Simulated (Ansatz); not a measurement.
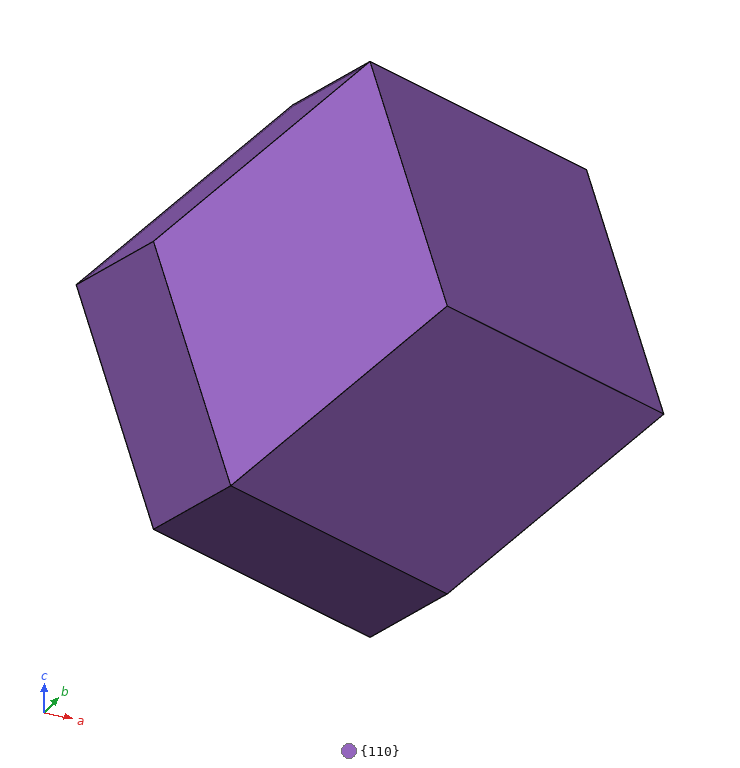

K, space group Im-3m (No. 229), a = 5.236 Å, b = 5.236 Å, c = 5.236 Å, α = 90.00°, β = 90.00°, γ = 90.00°. Crystal habit computed by the BFDH rule (growth rate of a face proportional to 1/d, systematic absences taken into account). This is a geometric estimate, not an energy calculation. Origin: a calculation's input that goes back to an entry of the Crystallography Open Database (an earlier step may have relaxed or displaced it). Forms under 0.4 % of the area are left out.

### How many faces does the whole crystal have, by form?

12 faces: 12 of {110}.

### Describe the habit.

It is roughly equant (blocky). Widths along a, b and c stand as 1.00 : 1.00 : 1.00.

### List the forms with their spacings and shares.

```tsv
form	faces	d (Å)	share of area (%)
{110}	12	3.702	100.0
```
